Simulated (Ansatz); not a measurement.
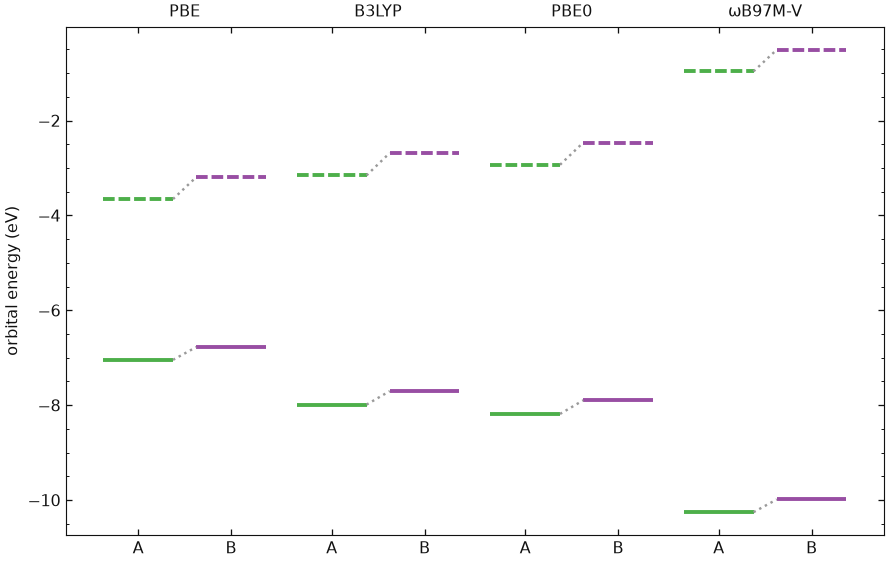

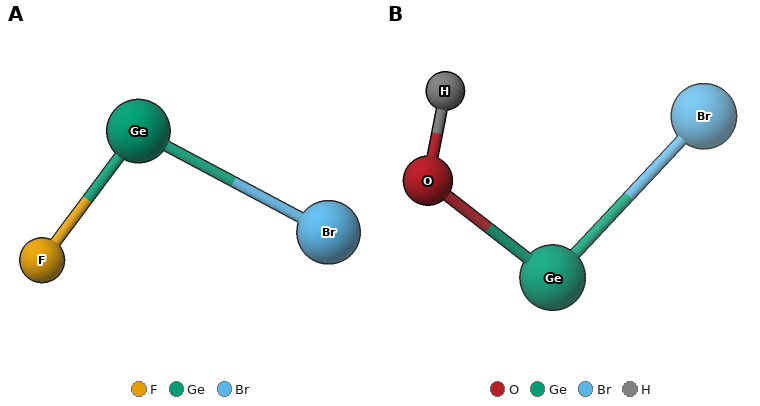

One change: A, GeBrF (SMILES [F][Ge][Br]), becomes B, GeHOBr (SMILES [OH][Ge][Br]). F on Ge is replaced by OH. HOMO (solid) and LUMO (dashed) computed in def2-TZVPP at PBE0-D4/def2-TZVP geometries, both minima by their frequencies, gas phase, the Ansatz code.

**What does the change do to HOMO and LUMO?**

PBE: the HOMO rises by 0.27 eV, the LUMO rises by 0.46 eV, and the separation goes from 3.39 to 3.58 eV. B3LYP: the HOMO rises by 0.28 eV, the LUMO rises by 0.47 eV, and the separation goes from 4.83 to 5.02 eV. PBE0: the HOMO rises by 0.29 eV, the LUMO rises by 0.47 eV, and the separation goes from 5.25 to 5.43 eV. ωB97M-V: the HOMO rises by 0.27 eV, the LUMO rises by 0.46 eV, and the separation goes from 9.29 to 9.48 eV.

**Do the functionals agree on the effect?**

They agree on the direction for both levels; the HOMO shift lies between 0.27 and 0.29 eV and the LUMO shift between 0.46 and 0.47 eV, while the separations themselves differ by up to 5.9 eV between functionals.
